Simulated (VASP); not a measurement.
Band structure of TiN (rock salt). Calculation: PBE GGA, VASP's PBE PAW potentials (set 64) (plane waves; VASP).

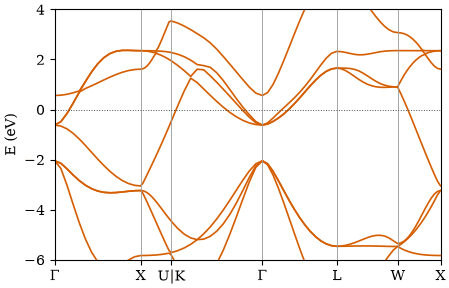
Figure: Bands along high-symmetry lines, zero at the valence-band maximum or, without a gap, the Fermi level

Task: Read the plot: is there a gap, and where are the band edges?

Result: It has no gap at this level: it comes out as a metal or semimetal. (Edges off the drawn lines would not show.)

The compound is TiN in the rock salt structure. It was relaxed first. The electron count is odd and the run is not spin-polarised, which forces a metal.
